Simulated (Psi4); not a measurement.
# MoCl2O2 (SMILES O=[Mo](=O)(Cl)Cl): B2PLYP/def2-SVP (core potential, density fitting for correlation)

Aim: the vertical singlet–triplet gap of MoCl2O2 at B2PLYP/def2-SVP (core potential, density fitting for correlation), from 2 runs. 

Program for the calculation: Psi4 1.11.

23 further runs of the same task are left out: 23 that didn't finish.

## Step 1: The structure to begin with

The species is MoCl2O2 (5 atoms), meant as a singlet with charge 0. SMILES: `O=[Mo](=O)(Cl)Cl`. The coordinates come from a PBE0-D4/def2-TZVP relaxation.

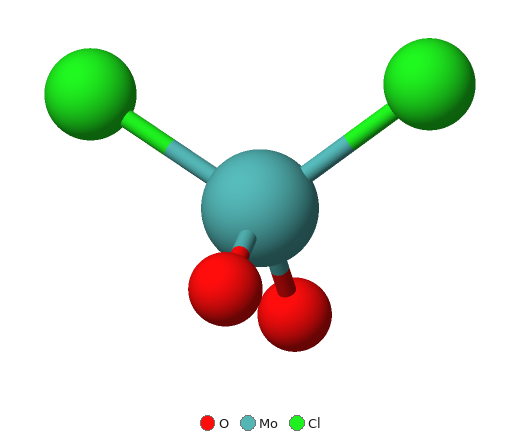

The structure, seen from a chosen angle (oxygen red, molybdenum teal, chlorine green).

## Step 2: The energy at B2PLYP/def2-SVP (core potential, density fitting for correlation)

File cl2moo2.xyz:

```xyz
5
Cl2MoO2
O      0.160790    -0.193810     1.710330
Mo     0.067390    -0.061640     0.055230
O      1.227030    -1.074450    -0.573270
Cl    -1.960190    -0.720580    -0.637400
Cl     0.504990     2.050480    -0.554890
```

File run.py:

```python
import numpy as np
from ase.calculators.psi4 import Psi4
from ase.io import read

atoms = read('cl2moo2.xyz')
calc = Psi4(atoms=atoms, method='b2plyp', basis='def2-SVP', memory='2200MB', num_threads=1, charge=0, multiplicity=1, label='calc')
calc.psi4.set_options({'puream': True, 'e_convergence': 1e-09, 'd_convergence': 1e-08, 'scf_type': 'pk', 'dft_radial_points': 99, 'dft_spherical_points': 590, 'num_frozen_docc': 12})
atoms.calc = calc

print(f'energy: {atoms.get_potential_energy():.6f} eV')
```

Command:

```bash
$ python run.py
```

calc.dat:

```text
[...]
    !!!  WARNING: ECP capability is in beta. Please check occupations closely.  !!!
[...]
  Running in c1 symmetry.
[...]
  Nuclear repulsion =  327.309723448332477
[...]
  Multiplicity = 1
[...]
  Nalpha       = 32
  Nbeta        = 32
[...]
    Number of basis functions: 95
[...]
   @RKS iter   1: -1137.05581470188986   -1.42124e-01   1.43498e-02 ADIIS/DIIS
[...]
   @RKS iter  16: -1137.90783816827934   -6.36646e-12   3.64903e-09 DIIS
[...]
    Orbital Energies [Eh]
    ---------------------
    Doubly Occupied:
       1A   -102.920819     2A   -102.920795     3A    -19.811230
       4A    -19.811228     5A     -9.955071     6A     -9.955060
       7A     -7.599083     8A     -7.599075     9A     -7.595749
      10A     -7.595738    11A     -7.595081    12A     -7.595075
      13A     -2.961720    14A     -1.912171    15A     -1.900324
      16A     -1.882935    17A     -1.092428    18A     -1.083066
      19A     -0.964093    20A     -0.958639    21A     -0.562351
      22A     -0.550202    23A     -0.529731    24A     -0.527296
      25A     -0.511420    26A     -0.482597    27A     -0.448866
      28A     -0.436809    29A     -0.432413    30A     -0.418879
      31A     -0.413986    32A     -0.411134
[...]
  @RKS Final Energy: -1137.90783816827934
   => Energetics <=
    Nuclear Repulsion Energy =            327.3097234483324769
    One-Electron Energy =               -2243.8092338469305105
    Two-Electron Energy =                 817.4893259840456494
    DFT Exchange-Correlation Energy =     -38.8976537537272051
    Empirical Dispersion Energy =           0.0000000000000000
    VV10 Nonlocal Energy =                  0.0000000000000000
    Total Energy =                      -1137.9078381682795680
[...]
 Multipole Moments:
 ------------------------------------------------------------------------------------
     Multipole            Electronic (a.u.)      Nuclear  (a.u.)        Total (a.u.)
 ------------------------------------------------------------------------------------
 L = 1.  Multiply by 2.5417464519 to convert [e a0] to [Debye]
 Dipole X            :         10.2761902          -10.6153946           -0.3392044
 Dipole Y            :         -9.3934530            9.7034175            0.3099645
 Dipole Z            :          8.4202386           -8.6981482           -0.2779096
 Magnitude           :                                                    0.5370022
[...]
```

The script printed:

```text
energy: -30974.642290 eV
```

Wall time 29 s (1 thread of Intel Xeon at 2.50GHz (Skylake/Cascade Lake), shared host); peak memory 0.95 GiB.

## Step 3: The triplet at the same level

File calc.in:

```
memory 2200 MB

molecule geom {
  0 3
  O
  Mo 1 1.662994
  O 2 1.662998 1 106.77238
  Cl 2 2.241655 1 109.56965 3 118.58062
  Cl 2 2.241605 1 109.56099 3 -118.57057
  symmetry c1
}

set globals {
  basis def2-SVP
  reference uks
  puream true
  e_convergence 1e-09
  d_convergence 1e-08
  scf_type pk
  dft_radial_points 99
  dft_spherical_points 590
  num_frozen_docc 12
  maxiter 100
}

energy_value, wavefunction = energy("b2plyp", return_wfn=True)
print_variables()
```

Command:

```bash
$ psi4 calc.in calc.out -n 1
```

calc.out:

```text
[...]
    !!!  WARNING: ECP capability is in beta. Please check occupations closely.  !!!
[...]
  Running in c1 symmetry.
[...]
  Nuclear repulsion =  327.309704191782544
[...]
  Multiplicity = 3
[...]
  Nalpha       = 33
  Nbeta        = 31
[...]
    Number of basis functions: 95
[...]
   @UKS iter   1: -1136.94543836079220   -5.02507e-02   1.36851e-02 ADIIS/DIIS
[...]
   @UKS iter  40: -1137.79245243109335   -7.98082e-11   9.37847e-09 DIIS
[...]
   @S^2 Observed:                2.069019574E+00
[...]
    Orbital Energies [Eh]
    ---------------------
    Alpha Occupied:
       1A   -102.893688     2A   -102.893664     3A    -19.860264
       4A    -19.860258     5A     -9.928029     6A     -9.928016
       7A     -7.571820     8A     -7.571810     9A     -7.568962
      10A     -7.568950    11A     -7.568758    12A     -7.568750
      13A     -2.928034    14A     -1.886097    15A     -1.877929
      16A     -1.857679    17A     -1.162291    18A     -1.148151
      19A     -0.941154    20A     -0.935228    21A     -0.638835
      22A     -0.585878    23A     -0.559757    24A     -0.550263
      25A     -0.545665    26A     -0.539287    27A     -0.475246
      28A     -0.450336    29A     -0.437210    30A     -0.408986
      31A     -0.404382    32A     -0.402942    33A     -0.285639
[...]
  @UKS Final Energy: -1137.79245243109335
   => Energetics <=
    Nuclear Repulsion Energy =            327.3097041917825436
    One-Electron Energy =               -2244.3154249324470584
    Two-Electron Energy =                 818.1552302785609072
    DFT Exchange-Correlation Energy =     -38.9419619689896308
    Empirical Dispersion Energy =           0.0000000000000000
    VV10 Nonlocal Energy =                  0.0000000000000000
    Total Energy =                      -1137.7924524310933521
[...]
 Multipole Moments:
 ------------------------------------------------------------------------------------
     Multipole            Electronic (a.u.)      Nuclear  (a.u.)        Total (a.u.)
 ------------------------------------------------------------------------------------
 L = 1.  Multiply by 2.5417464519 to convert [e a0] to [Debye]
 Dipole X            :          0.0026052           -0.0025812            0.0000240
 Dipole Y            :        -13.7054776           13.4912880           -0.2141896
 Dipole Z            :        -10.1833766           10.0242595           -0.1591172
 Magnitude           :                                                    0.2668248
[...]
```

It took 81 s on 1 thread of Intel Xeon at 2.50GHz (Skylake/Cascade Lake), shared host; peak memory 0.94 GiB.

## Step 4: What came out

At B2PLYP/def2-SVP (core potential, density fitting for correlation), 12 core orbitals frozen:

| quantity | value |
| --- | --- |
| singlet: total energy | -1138.29712 Eh |
| singlet: HOMO energy (SCF part's orbitals) | -11.19 eV |
| singlet: LUMO energy (SCF part's orbitals) | -2.68 eV |
| singlet: HOMO–LUMO gap (SCF part's orbitals) | 8.51 eV |
| triplet: total energy | -1138.13346 Eh |
| triplet: HOMO energy (SCF part's orbitals) (highest over α and β) | -7.77 eV |
| triplet: LUMO energy (SCF part's orbitals) (lowest over α and β) | -5.35 eV |
| triplet: ⟨S²⟩ | 2.069 |
| vertical energy of the triplet above the singlet | 4.453 eV |

At this shape the triplet lies 4.45 eV (430 kJ/mol) above the singlet.
